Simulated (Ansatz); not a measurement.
## CH4GeO2: single-point calculation

CH4GeO2, SMILES [OH][GeH]1[CH2][O]1, computed with RKS wB97M-V/def2-TZVPP (Ansatz 0.2.0).

The geometry comes from this level: PBE0-D4/def2-TZVP. Figures and captions count atoms from 1; the log counts them from 0 in places.

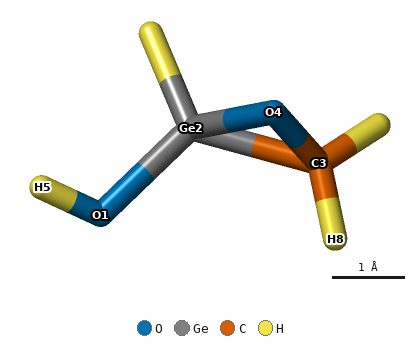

Figure 1. The structure (stick view, seen at a tilt; atoms are numbered from 1 in the order of the input). Sticks mark near contacts. Bond lengths as drawn: C–Ge 1.88 Å, C–H 1.09 Å, C–O 1.44 Å, Ge–H 1.52 Å, Ge–O 1.76 to 1.82 Å and H–O 0.96 Å.

### Key numbers

```tsv
quantity	value
outcome	converged
total energy	−61711.1331 eV
SCF solution under orbital rotations	stable
HOMO	−9.43 eV
LUMO	1.45 eV
largest force (length of the vector)	0.336 eV/Å
dipole moment	2.40 D
hardware	2 threads of Arm Neoverse V2, 23 GiB of memory available, shared host
wall time	13 s (CPU time 26 s)
peak memory	0.56 GiB
```

### Input file
```yaml
crystal:
  periodic: [false, false, false]
  atoms:
    - {symbol: O, position_ang: [-1.684557, 0.608028, -0.705559]}
    - {symbol: Ge, position_ang: [-0.216129, 0.514345, 0.267768]}
    - {symbol: C, position_ang: [1.158097, -0.633836, -0.309935]}
    - {symbol: O, position_ang: [0.283833, -1.181136, 0.697861]}
    - {symbol: H, position_ang: [-2.475190, 0.752392, -0.179825]}
    - {symbol: H, position_ang: [-0.229296, 1.463360, 1.461213]}
    - {symbol: H, position_ang: [2.190281, -0.485341, 0.006243]}
    - {symbol: H, position_ang: [1.065159, -1.094811, -1.293469]}
basis:
  gaussian: {orbitals: def2-TZVPP}
hamiltonian: {xc: {name: wB97M-V}}
output: {forces: true, orbitals: {seedname: orbitals}}
```

Command:
```bash
ansatz run in.yaml --threads 2 --pin off --events-out ev --progress --plain --max-ram 4352MiB
```

### Output
```
Functional definition: wB97M-V
  name "wB97M-V"
  cite "Mardirossian & Head-Gordon, J. Chem. Phys. 144, 214110 (2016) doi:10.1063/1.4952647"
  cite "Becke, J. Chem. Phys. 107, 8554 (1997) doi:10.1063/1.475007"
  cite "Vydrov & Van Voorhis, J. Chem. Phys. 133, 244103 (2010) doi:10.1063/1.3521275"
  # Of w^i u^j: cxij and so on, Table III.
  parameter omega = 0.3/bohr
  parameter cx = 0.15
  parameter cx01 = 1.007
  parameter cx10 = 0.259
  parameter css00 = 0.443
  parameter css04 = -1.437
  parameter css10 = -4.535
  parameter css20 = -3.390
  parameter css43 = 4.278
  parameter cos00 = 1.000
  parameter cos10 = 1.358
  parameter cos20 = 2.924
  parameter cos21 = -8.812
  parameter cos60 = -1.390
  parameter cos61 = 9.142
  parameter b = 6.0
  parameter c = 0.01
  gx(w, u) = 1 - cx + cx01*u + cx10*w
  gss(w, u) = css00 + css04*u^4 + css10*w + css20*w^2 + css43*w^4*u^3
  gos(w, u) = cos00 + cos10*w + (cos20 + cos21*u)*w^2 + (cos60 + cos61*u)*w^6
  exchange = spin_sum(e_x_unif_sr(omega)*gx(b97_w, b97_u_x)) + cx*exact_x_sr(omega) + exact_x_lr(omega)
  correlation = spin_sum(e_c_pw_mod_same_spin*gss(b97_w, b97_u_same))
      + integral(e_c_pw_mod_opposite_spin*gos(b97_w_opposite, b97_u_opposite)) + vv10(b, c)
1104 factors; their error is unknown
239 factors; integrals over basis functions are off by at most 7.0e-6 eV
mean field evaluation 1: about -61702.8952 eV, gradient 6.8e1 eV
mean field evaluation 2: about -61698.1180 eV, gradient 8.9e1 eV
mean field evaluation 4: about -61710.9393 eV, gradient 4.3e0 eV
mean field evaluation 8: about -61711.1329 eV, gradient 3.6e-1 eV
mean field evaluation 16: about -61711.1331 eV, gradient 3.8e-5 eV
mean field -61711.13309395 eV, -2267.8423118942 hartree, gradient 3.8e-5 eV, S^2 0.000000; 0 other end points of the search recorded, 0 dependent functions left out
the calculation of the forces begins
reference -61711.13313502 eV, -2267.8423134037 hartree; 29, 29 occupied and 168, 168 virtual orbitals, 1104 factors
Total energy: -61711.13313502 eV, -2267.8423134037 hartree
Atom 0 at    -1.684557     0.608028    -0.705559 Å, force    -0.082186     0.021661     0.019365 eV/Å
Atom 1 at    -0.216129     0.514345     0.267768 Å, force     0.072780     0.018602     0.166023 eV/Å
Atom 2 at     1.158097    -0.633836    -0.309935 Å, force     0.217040     0.102297    -0.234959 eV/Å
Atom 3 at     0.283833    -1.181136     0.697861 Å, force    -0.135356    -0.070123     0.139541 eV/Å
Atom 4 at    -2.475190     0.752392    -0.179825 Å, force     0.023326    -0.007738    -0.046906 eV/Å
Atom 5 at    -0.229296     1.463360     1.461213 Å, force     0.000147    -0.070248    -0.122273 eV/Å
Atom 6 at     2.190281    -0.485341     0.006243 Å, force    -0.111278    -0.030829    -0.032458 eV/Å
Atom 7 at     1.065159    -1.094811    -1.293469 Å, force     0.015527     0.036378     0.111668 eV/Å
Dipole moment:    -0.044334     0.489095     0.089338 e Å
```

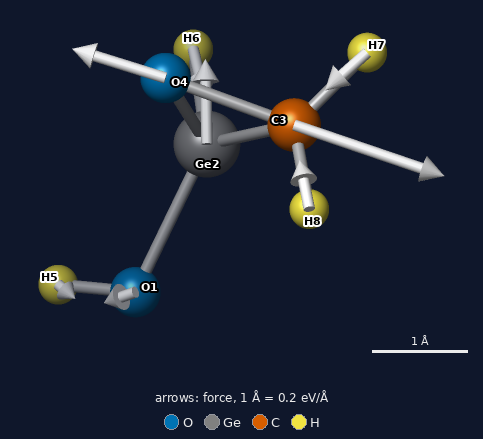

Figure 2. Forces on the atoms as white arrows (ball-and-stick view, seen at a tilt; atoms are numbered from 1 in the order of the input). The largest act on C3 (0.34 eV/Å); O4 (0.21 eV/Å); Ge2 (0.18 eV/Å); H6 (0.14 eV/Å), among others. The geometry is not a stationary point of this energy.

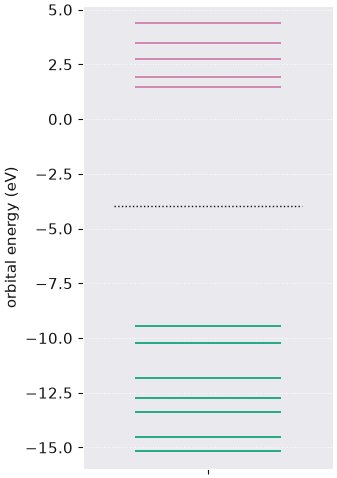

Figure 3. Orbital energies near the frontier; the dotted line parts filled from empty levels, and levels within 0.02 eV of each other stand side by side. Highest filled −9.43 eV, lowest empty 1.45 eV, 10.88 eV apart.

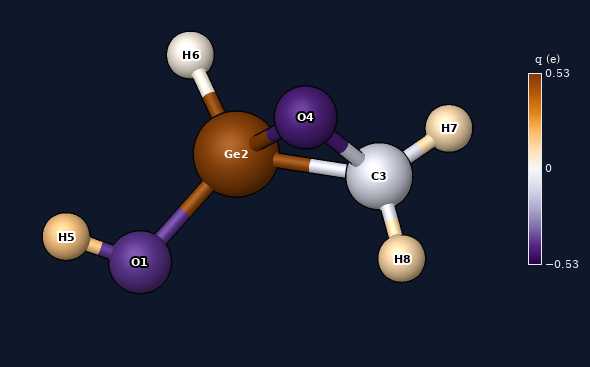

Figure 4. Mulliken charges, as the colour of each atom (ball-and-stick view, seen at a tilt; atoms are numbered from 1 in the order of the input). By element: O −0.44 to −0.40, Ge +0.50, C −0.09 and H +0.03 to +0.17 e.
